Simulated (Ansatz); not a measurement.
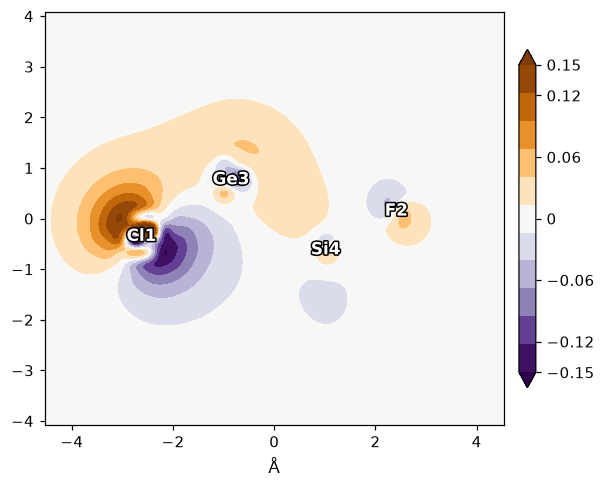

Figure 1: ClFGeH₂Si (SMILES F[SiH+][GeH][Cl]) (charge +1, doublet). The HOMO−1 (β) on the plane of atoms Cl1, Ge3 and Si4 (values in Å⁻³ᐟ²; the overall sign is arbitrary).

Geometry: r2SCAN-D4/def2-SVP.

Theory: isolated molecule in a Gaussian basis; Kohn-Sham density functional theory, functional PBE0 in Ansatz 0.2.0.

Input file:

```
crystal:
  periodic: [false, false, false]
  atoms:
    - {symbol: Cl, position_ang: [3.803408, 0.542013, 1.660243]}
    - {symbol: F, position_ang: [-1.228805, 0.002632, 1.891341]}
    - {symbol: Ge, position_ang: [2.044943, -0.469111, 2.204613]}
    - {symbol: Si, position_ang: [0.157779, 0.710193, 1.544623]}
    - {symbol: H, position_ang: [0.125045, 1.590938, 0.355414]}
    - {symbol: H, position_ang: [2.178139, -1.400509, 3.406810]}
basis:
  gaussian: {orbitals: def2-TZVPD}
total_charge: 1
magnetization: {spin_polarized: true, initial_magnetization: 1}
hamiltonian: {xc: pbe0}
output: {forces: true, orbitals: {seedname: orbitals}}
```

Run with:

```sh
ansatz run input.yaml --threads 2 --pin off --max-ram 4350MiB --events-out events.jsonl --progress --plain --runs-dir runs
```

Where does this orbital lie, and at what energy?

Answer. It lies mainly on Cl1 (about 85 %) and Ge3 (about 15 %); largely a lone pair of Cl1. Its energy is −14.95 eV.
